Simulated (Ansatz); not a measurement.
Process, species as SMILES: [CH]=CF → 2 C atom + F atom + 2 H atom
B3LYP-D3(BJ)/def2-TZVP geometries, fixed; electronic energies without zero-point terms.
Largest species:
```xyz
5

C      0.0300     0.3889     0.0008
C      1.2398    -0.0873    -0.0066
F     -1.0719    -0.3912     0.0045
H     -0.2254     1.4461     0.0047
H      2.2534     0.2654    -0.0109
```
Charge 0, spin multiplicity 2.

Basis-set convergence of the atomisation energy at B3LYP with Ansatz (a first-principles code). Cartesian d functions, on some or all atoms, in 6-31G**; all else is spherical. The program fits the integrals of some runs and decomposes those of others, by size. Open shells are unrestricted. No added dispersion term, no relativity. Functions are those of the species that has most. Reference: the value in aug-pcseg-3, 452.72 kcal/mol, itself unsure by roughly 0.19 kcal/mol (its mean distance from aug-cc-pVQZ, cc-pV5Z, def2-QZVPPD). Deviations are taken from unrounded values.

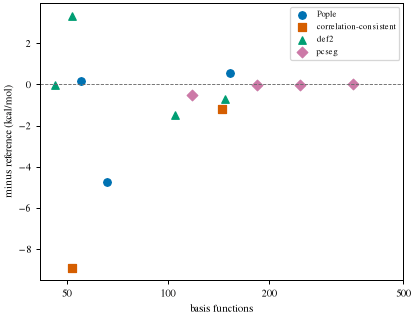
Fig. 1. Deviation from the reference against the number of basis functions, by family of sets.

| basis | functions | atomisation energy (kcal/mol) | minus reference (kcal/mol) |
|---|---|---|---|
| def2-SV(P) | 46 | 452.71 | -0.02 |
| cc-pVDZ | 52 | 443.81 | -8.91 |
| def2-SVP | 52 | 456.07 | 3.35 |
| 6-31G** | 55 | 452.90 | 0.18 |
| 6-311G** | 66 | 447.96 | -4.76 |
| def2-TZVP | 105 | 451.25 | -1.47 |
| pcseg-2 | 118 | 452.22 | -0.50 |
| jun-cc-pV(T+d)Z | 145 | 451.51 | -1.21 |
| def2-TZVPPD | 148 | 452.03 | -0.69 |
| 6-311++G(3df,3pd) | 153 | 453.28 | 0.55 |
| aug-pcseg-2 | 184 | 452.71 | -0.02 |
| pcseg-3 | 246 | 452.69 | -0.04 |
| aug-pcseg-3 | 353 | 452.72 | 0.00 |
